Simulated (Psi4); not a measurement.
# AlBNH4F (SMILES [NH2][AlH][BH]F): HF/cc-pVDZ

What is the vertical ionisation energy of AlBNH4F at HF/cc-pVDZ? 

Program for the calculation: Psi4 1.11.

## 1. Starting point

AlBNH4F has 8 atoms, charge 0, and is taken as a singlet. SMILES: `[NH2][AlH][BH]F`. The coordinates come from a PBE0-D4/def2-TZVP relaxation. This is one conformer, not always the lowest.

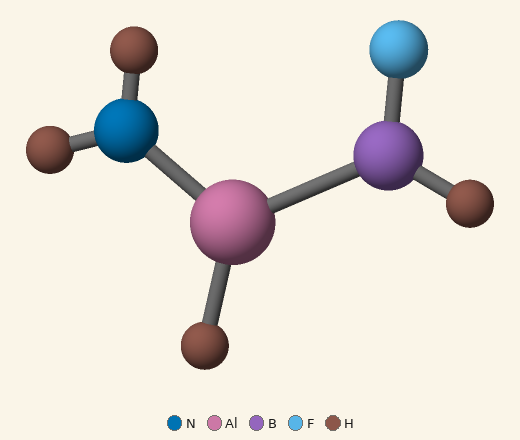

The structure, seen from a chosen angle (nitrogen blue, aluminium pink, boron purple, fluorine blue, hydrogen brown).

## 2. A single-point energy at HF/cc-pVDZ

input.inp

```
memory 1600 MB

molecule {
  0 1
  N     -1.034900     1.238000     0.178100
  Al     0.358400     0.247200     0.637000
  B      0.824000    -1.438600    -0.645900
  F      0.022100    -1.693000    -1.675500
  H     -1.365500     2.050100     0.674400
  H     -1.614500     1.063500    -0.627700
  H      1.149400     0.679500     1.946200
  H      1.753200    -2.203800    -0.542400
  units angstrom
  symmetry c1
}

set {
  basis    cc-pVDZ
  puream   true
  scf_type pk
}

e = energy("hf")
print_variables()
```

Started as:

```console
$ psi4 -n 1 input.inp input.out
```

input.out:

```text
[...]
  Running in c1 symmetry.
[...]
  Nuclear repulsion =  128.701780416363988
[...]
  Multiplicity = 1
[...]
  Nalpha       = 19
  Nbeta        = 19
[...]
    Number of basis functions: 80
[...]
   @RHF iter   1:  -422.76097096988815   -1.21163e+00   6.33838e-03 DIIS/ADIIS
[...]
   @RHF iter   8:  -422.87970794682991   -3.20492e-08   4.00860e-07 DIIS
[...]
    Orbital Energies [Eh]
    ---------------------
    Doubly Occupied:
       1A    -58.454686     2A    -26.299203     3A    -15.528135
       4A     -7.660513     5A     -4.873365     6A     -3.188256
       7A     -3.186756     8A     -3.185514     9A     -1.609302
      10A     -1.103119    11A     -0.776274    12A     -0.689974
      13A     -0.659956    14A     -0.633212    15A     -0.603668
      16A     -0.563672    17A     -0.460240    18A     -0.395136
      19A     -0.373323
[...]
  @RHF Final Energy:  -422.87970794682991
   => Energetics <=
    Nuclear Repulsion Energy =            128.7017804163639880
    One-Electron Energy =                -842.6743404349717821
    Two-Electron Energy =                 291.0928520717778269
    Total Energy =                       -422.8797079468299103
[...]
 Multipole Moments:
 ------------------------------------------------------------------------------------
     Multipole            Electronic (a.u.)      Nuclear  (a.u.)        Total (a.u.)
 ------------------------------------------------------------------------------------
 L = 1.  Multiply by 2.5417464519 to convert [e a0] to [Debye]
 Dipole X            :          1.1047817           -1.2650672           -0.1602855
 Dipole Y            :         -4.2121614            4.5014775            0.2893162
 Dipole Z            :         -3.0745310            3.1839499            0.1094189
 Magnitude           :                                                    0.3483788
[...]
```

It took 5.7 s on 1 thread of Intel Xeon at 2.60GHz (Ice Lake), shared host; peak memory 0.35 GiB.

## 3. The doublet cation

job.dat

```
memory 1600 mb

molecule system {
  1 2
  N     -1.034900     1.238000     0.178100
  Al     0.358400     0.247200     0.637000
  B      0.824000    -1.438600    -0.645900
  F      0.022100    -1.693000    -1.675500
  H     -1.365500     2.050100     0.674400
  H     -1.614500     1.063500    -0.627700
  H      1.149400     0.679500     1.946200
  H      1.753200    -2.203800    -0.542400
  symmetry c1
}

set globals {
  reference uhf
  puream true
  scf_type pk
  maxiter 100
}

e_tot, wfn = energy("scf/cc-pVDZ", return_wfn=True)
```

Started as:

```console
$ psi4 -i job.dat -o job.out -n 1
```

job.out:

```text
[...]
  Running in c1 symmetry.
[...]
  Nuclear repulsion =  128.701780416363988
[...]
  Multiplicity = 2
[...]
  Nalpha       = 19
  Nbeta        = 18
[...]
    Number of basis functions: 80
[...]
   @UHF iter   1:  -422.39474674317654   -8.45408e-01   6.49590e-03 DIIS/ADIIS
[...]
   @UHF iter  12:  -422.54631879344879   -8.44874e-08   7.02360e-07 DIIS
[...]
   @S^2 Observed:                7.739094634E-01
[...]
    Orbital Energies [Eh]
    ---------------------
    Alpha Occupied:
       1A    -58.729423     2A    -26.572967     3A    -15.725696
       4A     -7.983107     5A     -5.144620     6A     -3.462236
       7A     -3.457717     8A     -3.455255     9A     -1.875466
      10A     -1.294087    11A     -1.049296    12A     -0.967126
      13A     -0.915256    14A     -0.895689    15A     -0.822418
      16A     -0.801976    17A     -0.719528    18A     -0.681347
      19A     -0.581909
    Alpha Virtual:
      20A     -0.201284    21A     -0.072327    22A     -0.062092
      23A     -0.058193    24A      0.005745    25A      0.057488
[...]
  @UHF Final Energy:  -422.54631879344879
   => Energetics <=
    Nuclear Repulsion Energy =            128.7017804163639880
    One-Electron Energy =                -833.2119077743918751
    Two-Electron Energy =                 281.9638085645790397
    Total Energy =                       -422.5463187934487905
  UHF NO Occupations:
  HONO-2 :   17  A 1.9971483
  HONO-1 :   18  A 1.9917597
  HONO-0 :   19  A 1.0000000
  LUNO+0 :   20  A 0.0082403
  LUNO+1 :   21  A 0.0028517
[...]
 Multipole Moments:
 ------------------------------------------------------------------------------------
     Multipole            Electronic (a.u.)      Nuclear  (a.u.)        Total (a.u.)
 ------------------------------------------------------------------------------------
 L = 1.  Multiply by 2.5417464519 to convert [e a0] to [Debye]
 Dipole X            :          2.1421899           -1.2650672            0.8771227
 Dipole Y            :         -4.7751801            4.5014775           -0.2737026
 Dipole Z            :         -2.6042633            3.1839499            0.5796866
 Magnitude           :                                                    1.0864133
[...]
```

It took 5.7 s on 1 thread of Intel Xeon at 2.60GHz (Ice Lake), shared host; peak memory 0.34 GiB.

## 4. What came out

Level: HF/cc-pVDZ.

| quantity | value |
| --- | --- |
| singlet AlBNH4F: total energy | -422.87971 Eh |
| singlet AlBNH4F: dipole moment | 0.89 D |
| singlet AlBNH4F: HOMO energy | -10.16 eV |
| singlet AlBNH4F: LUMO energy | 1.17 eV |
| singlet AlBNH4F: HOMO–LUMO gap | 11.33 eV |
| doublet cation: total energy | -422.54632 Eh |
| doublet cation: HOMO energy (highest over α and β) | -15.83 eV |
| doublet cation: LUMO energy (lowest over α and β) | -8.05 eV |
| doublet cation: ⟨S²⟩ | 0.774 |
| vertical ionisation energy (to the doublet cation) | 9.072 eV |

In words: The vertical ionisation energy comes to 9.07 eV (209 kcal/mol). −ε(HOMO) before ionisation, 10.16 eV, is 1.09 eV above this ionisation energy.
